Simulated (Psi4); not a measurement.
# BSiH3OF2 (SMILES FB(F)O[SiH3]): HF/cc-pVDZ

Aim: the vertical singlet–triplet gap of BSiH3OF2 at HF/cc-pVDZ, from 2 runs. Input form: a Python script.

The calculation is run with Psi4 1.11.

1 further run of the same task is left out (set aside as unsound or not needed).

## (1) The system as given

BSiH3OF2: 8 atoms, total charge 0, spin state singlet. As SMILES, `FB(F)O[SiH3]`. Geometry: relaxed at PBE0-D4/def2-TZVP.

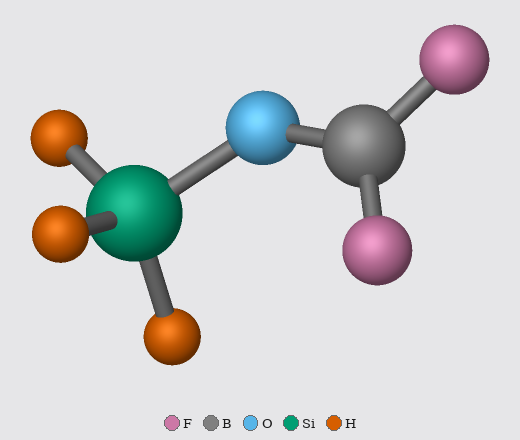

Viewed from a chosen angle; fluorine pink, boron grey, oxygen blue, silicon teal, hydrogen orange.

## (2) A single-point energy at HF/cc-pVDZ

File bf2h3osi.py:

```python
import psi4

psi4.set_memory('1600 MB')
psi4.set_num_threads(1)
psi4.core.set_output_file('psi4.out', False)

molecule = psi4.geometry("""
F      1.644600    -1.936200     1.091800
B      0.585700    -1.261700     0.687700
F     -0.607700    -1.793900     0.922400
O      0.726600    -0.084400     0.064800
Si    -0.345100     1.014900    -0.568200
H     -1.234600     1.517600     0.506100
H      0.469500     2.116500    -1.124900
H     -1.146900     0.370000    -1.635500
symmetry c1
""")

psi4.set_options(dict(basis='cc-pVDZ', puream=True, e_convergence=1e-09, d_convergence=1e-08, scf_type='pk'))

e_tot, wfn = psi4.energy('hf', molecule=molecule, return_wfn=True)
print(f'total energy {e_tot:.8f} hartree = {e_tot * 27.211386:.5f} eV')
```

On the command line:

```console
$ python bf2h3osi.py
```

psi4.out:

```text
[...]
  Running in c1 symmetry.
[...]
  Nuclear repulsion =  220.428958488731269
[...]
  Multiplicity = 1
[...]
  Nalpha       = 24
  Nbeta        = 24
[...]
    Number of basis functions: 89
[...]
   @RHF iter   1:  -589.22569113647046   -1.10326e+00   5.79021e-03 ADIIS/DIIS
[...]
   @RHF iter  11:  -589.33303339452175   -1.81899e-12   5.30085e-09 DIIS
[...]
    Orbital Energies [Eh]
    ---------------------
    Doubly Occupied:
       1A    -68.834251     2A    -26.319907     3A    -26.314112
       4A    -20.590071     5A     -7.758218     6A     -6.179069
       7A     -4.286625     8A     -4.284774     9A     -4.284729
      10A     -1.650128    11A     -1.617266    12A     -1.390657
      13A     -0.840797    14A     -0.800097    15A     -0.769220
      16A     -0.721124    17A     -0.706363    18A     -0.658315
      19A     -0.650804    20A     -0.637190    21A     -0.589615
      22A     -0.578717    23A     -0.487483    24A     -0.482974
[...]
  @RHF Final Energy:  -589.33303339452175
   => Energetics <=
    Nuclear Repulsion Energy =            220.4289584887312685
    One-Electron Energy =               -1256.6589737584749855
    Two-Electron Energy =                 446.8969818752220817
    Total Energy =                       -589.3330333945216353
[...]
 Multipole Moments:
 ------------------------------------------------------------------------------------
     Multipole            Electronic (a.u.)      Nuclear  (a.u.)        Total (a.u.)
 ------------------------------------------------------------------------------------
 L = 1.  Multiply by 2.5417464519 to convert [e a0] to [Debye]
 Dipole X            :          2.9853982           -3.3328259           -0.3474277
 Dipole Y            :         -7.8808207            8.4967204            0.6158997
 Dipole Z            :          4.3370115           -4.6809431           -0.3439316
 Magnitude           :                                                    0.7863380
[...]
```

The script printed:

```text
total energy -589.33303339 hartree = -16036.56865 eV
```

Run time: 4.8 s. Hardware: 1 thread of Intel Xeon 6975P-C (Granite Rapids), shared host; peak memory 0.39 GiB.

## (3) The triplet: energy and forces at UHF/cc-pVDZ

File bf2h3osi.xyz:

```xyz
8
BF2H3OSi
F      1.644600    -1.936200     1.091800
B      0.585700    -1.261700     0.687700
F     -0.607700    -1.793900     0.922400
O      0.726600    -0.084400     0.064800
Si    -0.345100     1.014900    -0.568200
H     -1.234600     1.517600     0.506100
H      0.469500     2.116500    -1.124900
H     -1.146900     0.370000    -1.635500
```

File bf2h3osi.py:

```python
import psi4

psi4.set_memory('1600 MB')
psi4.set_num_threads(1)
psi4.core.set_output_file('run.log', False)

with open('bf2h3osi.xyz') as f:
    atoms = ''.join(f.readlines()[2:])
m = psi4.geometry('0 3\n' + atoms + 'symmetry c1')

psi4.set_options({
    'basis': 'cc-pVDZ',
    'reference': 'uhf',
    'puream': True,
    'e_convergence': 1e-09,
    'd_convergence': 1e-08,
    'scf_type': 'pk',
    'maxiter': 100,
})

E, wfn = psi4.gradient('hf', return_wfn=True)
psi4.oeprop(wfn, 'DIPOLE', 'LOWDIN_CHARGES', 'MULLIKEN_CHARGES', title='HF')
print('gradient / Eh bohr^-1')
print(E.np.round(6))
print(f'energy = {wfn.energy():.10f} Eh')
for k, v in sorted(psi4.core.scalar_variables().items()):
    print(f'{k:45s} {v:18.10f}')
```

On the command line:

```console
$ python bf2h3osi.py
```

run.log, cut to the lines that bear on the results:

```text
[...]
  Running in c1 symmetry.
[...]
  Nuclear repulsion =  220.428958488731269
[...]
  Multiplicity = 3
[...]
  Nalpha       = 25
  Nbeta        = 23
[...]
    Number of basis functions: 89
[...]
   @UHF iter   1:  -588.87269021771533   -7.50262e-01   6.10419e-03 ADIIS/DIIS
[...]
   @UHF iter  25:  -589.01615587710126   -1.54614e-11   8.57821e-09 DIIS
[...]
   @S^2 Observed:                2.041137073E+00
[...]
  @UHF Final Energy:  -589.01615587710126
   => Energetics <=
    Nuclear Repulsion Energy =            220.4289584887312685
    One-Electron Energy =               -1255.7924053334422752
    Two-Electron Energy =                 446.3472909676098084
    Total Energy =                       -589.0161558771012551
  UHF NO Occupations:
  HONO-2 :   23  A 1.9819456
  HONO-1 :   24  A 1.0000000
[...]
  -Total Gradient:
     Atom            X                  Y                   Z
    ------   -----------------  -----------------  -----------------
       1        0.003650965063    -0.000214718913     0.000259676528
       2       -0.003103006393     0.004236714597    -0.002402848679
       3       -0.002186891070     0.000024111919    -0.000102522461
       4       -0.005189958179     0.017556365062    -0.009557998420
       5       -0.033290847981    -0.075745204212     0.038939558976
       6        0.026906403384     0.009201003563    -0.035857617010
       7       -0.011710020806     0.009022670315    -0.005273299126
       8        0.024923355980     0.035919057664     0.013995050190
[...]
 Multipole Moments:
 ------------------------------------------------------------------------------------
     Multipole            Electronic (a.u.)      Nuclear  (a.u.)        Total (a.u.)
 ------------------------------------------------------------------------------------
 L = 1.  Multiply by 2.5417464519 to convert [e a0] to [Debye]
 Dipole X            :          2.6824007           -3.3328259           -0.6504252
 Dipole Y            :         -8.4094445            8.4967204            0.0872760
 Dipole Z            :          4.6061188           -4.6809431           -0.0748242
 Magnitude           :                                                    0.6605064
[...]
  Mulliken Charges: (a.u.)
   Center  Symbol    Alpha    Beta     Spin     Total
       1     F     4.60191  4.60029  0.00162 -0.20221
       2     B     2.18773  2.23566 -0.04793  0.57661
       3     F     4.61601  4.61637 -0.00037 -0.23238
[...]
```

Standard output:

```text
gradient / Eh bohr^-1
[[ 3.6510e-03 -2.1500e-04  2.6000e-04]
 [-3.1030e-03  4.2370e-03 -2.4030e-03]
 [-2.1870e-03  2.4000e-05 -1.0300e-04]
 [-5.1900e-03  1.7556e-02 -9.5580e-03]
 [-3.3291e-02 -7.5745e-02  3.8940e-02]
 [ 2.6906e-02  9.2010e-03 -3.5858e-02]
 [-1.1710e-02  9.0230e-03 -5.2730e-03]
 [ 2.4923e-02  3.5919e-02  1.3995e-02]]
energy = -589.0161558771 Eh
CURRENT ENERGY                                   -589.0161558771
CURRENT REFERENCE ENERGY                         -589.0161558771
DD SOLVATION ENERGY                                 0.0000000000
HF KINETIC ENERGY                                 589.3007125361
HF POTENTIAL ENERGY                             -1178.3168684132
HF TOTAL ENERGY                                  -589.0161558771
HF VIRIAL RATIO                                     1.9995171283
NUCLEAR REPULSION ENERGY                          220.4289584887
ONE-ELECTRON ENERGY                             -1255.7924053334
PCM POLARIZATION ENERGY                             0.0000000000
PE ENERGY                                           0.0000000000
SCF ITERATION ENERGY                             -589.0161558771
SCF ITERATIONS                                     25.0000000000
SCF TOTAL ENERGY                                 -589.0161558771
TWO-ELECTRON ENERGY                               446.3472909676
```

Wall time 14 s (1 thread of Intel Xeon 6975P-C (Granite Rapids), shared host); peak memory 0.39 GiB.

## (4) What came out

Level: HF/cc-pVDZ.

| quantity | value |
| --- | --- |
| singlet: total energy | -589.33303 Eh |
| singlet: dipole moment | 2.00 D |
| singlet: HOMO energy | -13.14 eV |
| singlet: LUMO energy | 3.60 eV |
| singlet: HOMO–LUMO gap | 16.75 eV |
| triplet: total energy | -589.01616 Eh |
| triplet: dipole moment | 1.68 D |
| triplet: HOMO energy (highest over α and β) | -4.11 eV |
| triplet: ⟨S²⟩ | 2.041 |
| triplet: largest force on an atom | 4.702 eV/Å |
| vertical energy of the triplet above the singlet | 8.623 eV |

In words: At this shape the triplet lies 8.62 eV (832 kJ/mol) above the singlet. Mulliken charges (triplet) run from -0.40 on O4 to +0.58 on B2.
